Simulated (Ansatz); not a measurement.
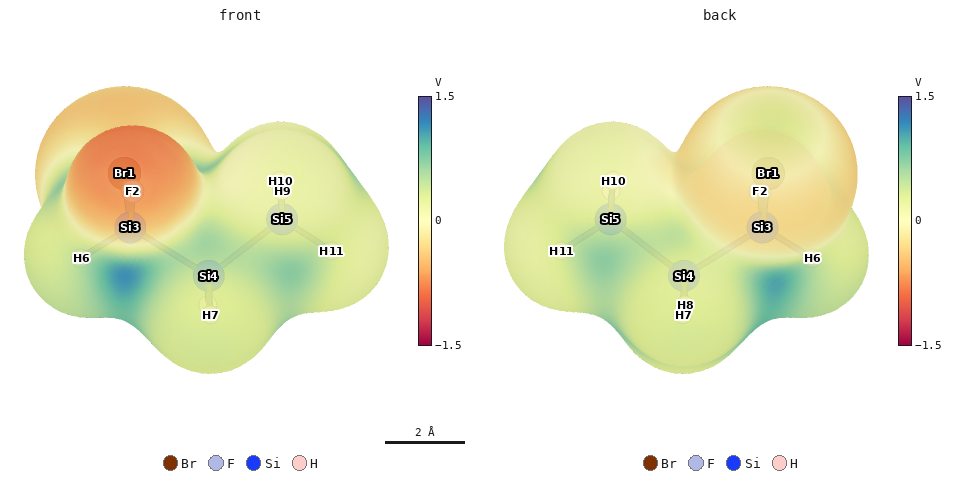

Figure. BrFH$_{6}$Si$_{3}$. The electrostatic potential painted on the density surface at 0.001 e/bohr³, seen from the front and from behind; red is negative and blue positive.

Geometry: B3LYP/def2-SVP.

Method: isolated molecule in a Gaussian basis; Kohn-Sham density functional theory, functional PBE0 in Ansatz 0.2.0.

```xyz
11

Br    1.2156    2.1456   -0.5836
F     0.6685    0.8485    2.2367
Si    0.1126    0.6856    0.7125
Si    0.5875   -1.4970   -0.0194
Si    2.8830   -1.9760    0.2378
H    -1.3167    1.0936    0.7217
H    -0.2388   -2.4555    0.7773
H     0.1775   -1.5929   -1.4526
H     3.2543   -1.8693    1.6780
H     3.6927   -1.0093   -0.5568
H     3.1605   -3.3621   -0.2403
```

Which sites attract a positive test charge, and which a negative one?

Answer. A positive charge is drawn to the negative regions and a negative charge to the positive ones. The most negative region (about −0.8 V, or −18 kcal/mol for a unit charge) lies over F2, the most positive (about +1.0 V, or +23 kcal/mol for a unit charge) over Si3. Br1 shows a σ-hole: about +0.3 V, or +7 kcal/mol for a unit charge at the tip opposite its bond, against about −0.3 V, or −7 kcal/mol for a unit charge on its flanks.

What dipole moment does the calculation give?

Answer. Its dipole moment is 1.83 D.
